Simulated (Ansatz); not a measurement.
```xyz
7

Cl   -0.8972    2.6518   -3.0853
Cl   -2.0066    2.4206    2.6667
N    -0.9761    1.8178   -0.2650
Si   -1.6653    1.1862   -1.7458
Si   -1.0906    1.1014    1.3301
H    -0.4331    2.6825   -0.3330
H    -1.9419   -0.1182    1.1734
```

Geometry: B3LYP-D3(BJ)/def2-SVP.

These are results of isolated molecule in a Gaussian basis; Kohn-Sham density functional theory, functional PBE0 in Ansatz 0.2.0, not measurements.

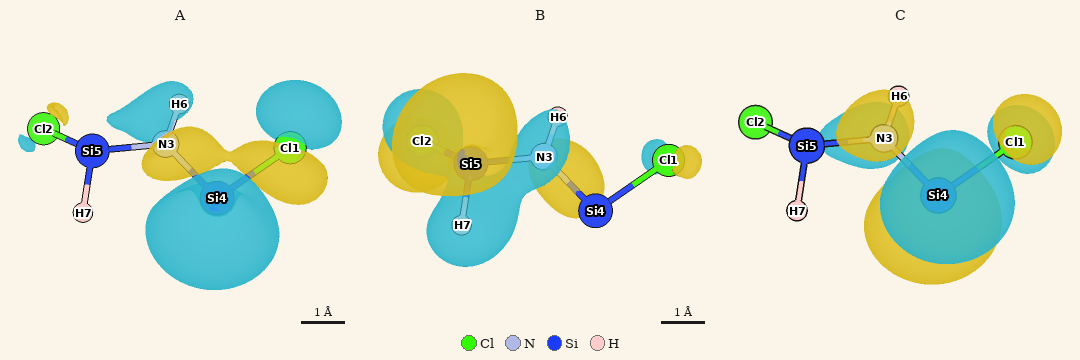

Cl2H2NSi2 (doublet). Three frontier orbitals at ±0.08 Å⁻³ᐟ² (yellow and cyan are the two phases), in no order.

> Which picture is the HOMO−1, the HOMO and the LUMO? All are α orbitals.

A is the HOMO−1 (α) (−7.63 eV). Its weight (Hirshfeld) is mainly on Si4 (about 65 %), Cl1 (about 20 %) and N3 (about 10 %). B is the HOMO (α) (−6.63 eV). It lies mainly on Si5 (about 60 %), Cl2 (about 15 %), N3 (about 10 %) and H7 (about 5 %). C is the LUMO (α) (−2.23 eV). It lies mainly on Si4 (about 75 %), Cl1 (about 10 %) and N3 (about 10 %).

> What is the gap between the highest occupied and lowest empty α orbitals?

4.40 eV between the orbital energies.
